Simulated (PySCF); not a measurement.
C₃H₉MoN (MoNMe3)

The calculation's input:

```
{"job": {"kind": "uv", "xc": "PBE0", "basis": "def2-SVPD", "ip": true, "nstates": 10}, "charge": 0, "multiplicity": 1}
Mo     0.009908     0.003918     0.316918
N      0.034015     0.007901     1.939543
C      2.052663    -0.011981    -0.163536
H      2.582828     0.819519     0.329414
H      2.190571     0.050812    -1.257335
H      2.492398    -0.953558     0.209453
C     -1.026785     1.774861    -0.120189
H     -2.040289     1.728042     0.313531
H     -1.098481     1.918554    -1.212824
H     -0.512789     2.637903     0.335054
C     -1.029121    -1.767317    -0.111600
H     -2.046199    -1.699119     0.311691
H     -0.534439    -2.633917     0.356655
H     -1.093712    -1.919428    -1.203556
```

Command:

```sh
OMP_NUM_THREADS=1 python probes_run.py task.json out
```

Geometry: PBE0-D3(BJ)/def2-SVP; core potentials replace the inner electrons of Mo.

Computed with PBE0/def2-SVPD, SCF density, gas phase, scalar-relativistic core potentials on the heavy atoms (PySCF).

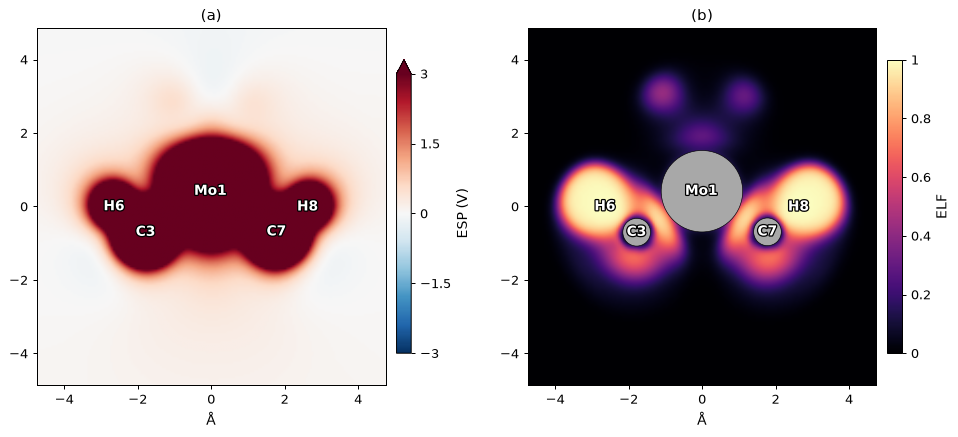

Figure 1. (a) electrostatic potential; (b) ELF on the plane of atoms C3, Mo1 and C7. Grey discs cover the atomic cores in the ELF map.

**Describe what can be read from this map.**

The plane passes through Mo, C and H nuclei. C–Mo (2.10 Å): the ELF peaks at about 0.90 in the valence shell of C, 0.7 Å from its nucleus, and is about 0.55 at the midpoint. C–H (1.10 Å): the ELF climbs to about 1 towards the hydrogen, as it does in any bond to H (a covalent bond by its length). The potential has no marked negative region in this plane.

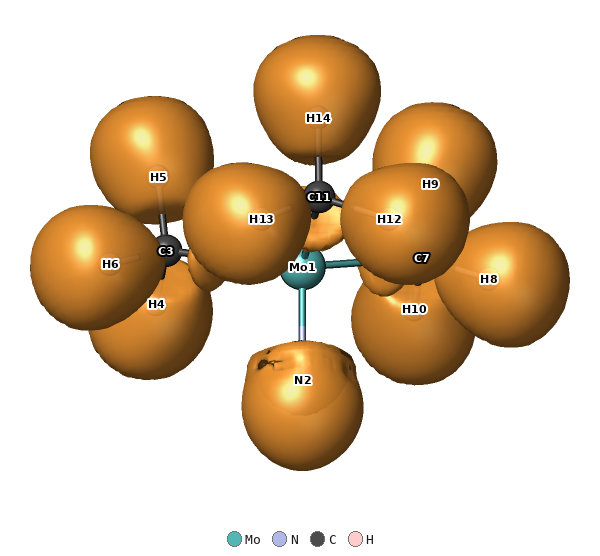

Figure 2. Isosurface of the ELF at 0.8 (orange), seen from one side. Core shells and regions of very low density are left out.

**Describe the localisation domains.**

The surface consists of nine regions around hydrogen nuclei, three lobes of the valence shell of C pointing towards Mo (polar bonds) and one lobe on N, pointing away from the bonds (lone pairs).


Mo–N (1.62 Å): the ELF peaks at about 0.75 in the valence shell of N, 0.6 Å from its nucleus, and drops to about 0.50 between the two atoms.

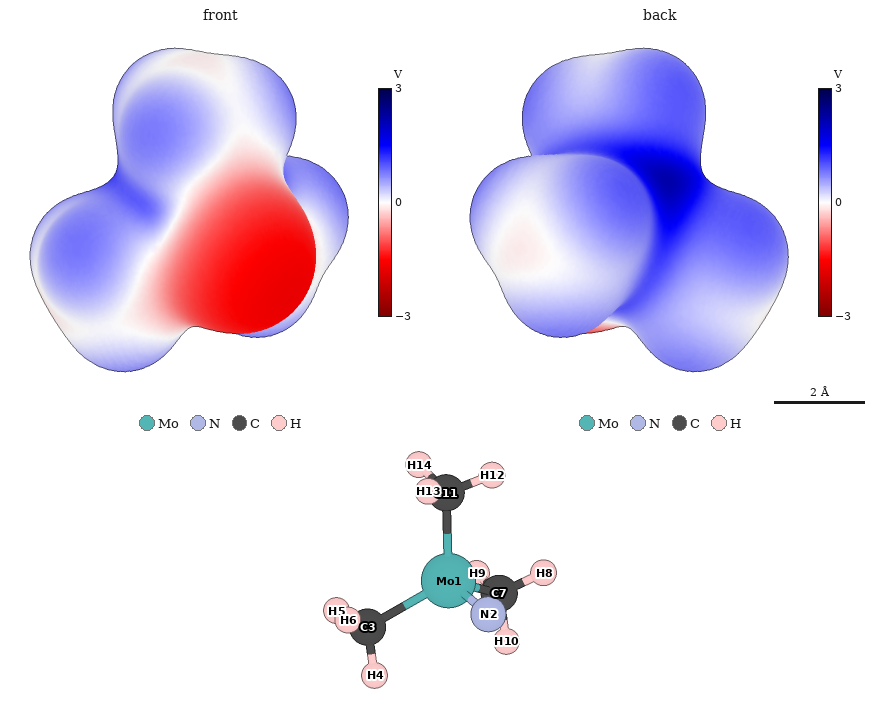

Figure 3. The molecular electrostatic potential painted on the density surface at 0.002 e/bohr³, seen from the front and from behind; the colour scale runs from red (negative) to blue (positive). The bare structure is drawn below in the same view.

**Describe the electrostatic potential map.**

The most negative region (about −1.7 V, or −39 kcal/mol for a unit charge) lies over N2, the most positive (about +2.0 V, or +46 kcal/mol for a unit charge) over Mo1. N2 is the likeliest acceptor of a hydrogen bond.
